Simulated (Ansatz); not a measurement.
The calculation's input:

```
crystal:
  periodic: [false, false, false]
  atoms:
    - {symbol: N, position_ang: [-1.082792, 0.977071, -0.751115]}
    - {symbol: Si, position_ang: [0.195823, 0.481689, 0.238707]}
    - {symbol: Si, position_ang: [1.224954, -1.489676, 0.231163]}
    - {symbol: H, position_ang: [-1.733613, 0.331870, -1.166774]}
    - {symbol: H, position_ang: [-1.256881, 1.934179, -1.007236]}
    - {symbol: H, position_ang: [0.878114, 1.744601, 0.636831]}
    - {symbol: H, position_ang: [1.686692, -1.511663, 1.660325]}
    - {symbol: H, position_ang: [0.087713, -2.468080, 0.158079]}
basis:
  gaussian: {orbitals: def2-TZVPP}
hamiltonian: {xc: pbe0, dispersion: d4}
output: {orbitals: {seedname: orbitals}}
```

Run with:

```sh
ansatz run in.yaml --threads 2 --pin off --events-out ev --progress --plain --max-ram 4352MiB
```

Geometry: PBE0-D4/def2-TZVP.

Theory: RKS PBE0-D4/def2-TZVPP (Ansatz 0.2.0).

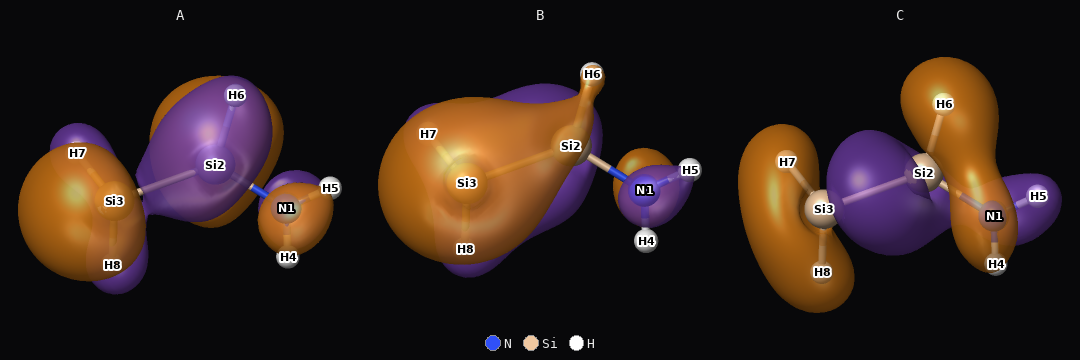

H5NSi2 (SMILES N[SiH]=[SiH2]). Three frontier orbitals at ±0.08 Å⁻³ᐟ² (orange and purple are the two phases), in no order.

Which picture is the HOMO−1, the HOMO and the LUMO?

Answer. C is the HOMO−1 (−8.41 eV). It lies mainly on Si2 (about 30 %), Si3 (about 30 %), N1 (about 10 %), H6 (about 10 %), H8 (about 5 %) and H7 (about 5 %). B is the HOMO (−5.73 eV). By Hirshfeld shares it lies mainly on Si3 (about 60 %) and Si2 (about 25 %). A is the LUMO (−1.73 eV). Its weight (Hirshfeld) is mainly on Si2 (about 50 %), Si3 (about 30 %) and N1 (about 10 %).

What is the HOMO–LUMO gap?

Answer. 4.00 eV between the orbital energies.
